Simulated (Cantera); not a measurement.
A closed system holds: 1 mol Al2O3, 60 mol H2, 35 mol N2, at 1600 K.

Equilibrium computed with Cantera from the NASA thermochemical tables; the gas is ideal and each condensed phase is pure. Candidate condensed phases: Al, AlN, Al2O3, H2O; 35 gas species. Mutual solubility and eutectic melting of coexisting phases are not modelled. The numbers say what is thermodynamically allowed, not how fast it happens.

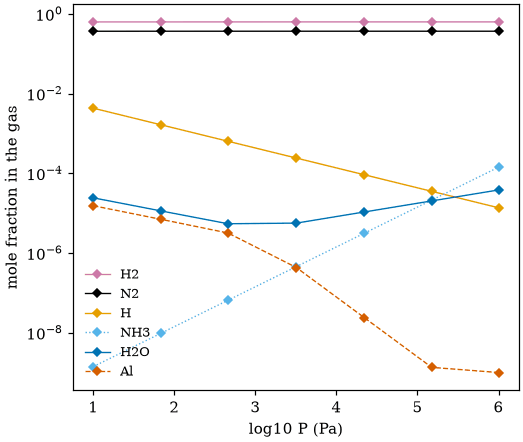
Equilibrium gas composition (values under 1e-9 drawn at 1e-9)

From 10.0 Pa to 4.60 mbar the condensed part is Al2O3(s). From 32.0 mbar to 10.0 bar the condensed part is AlN(s) + Al2O3(s).
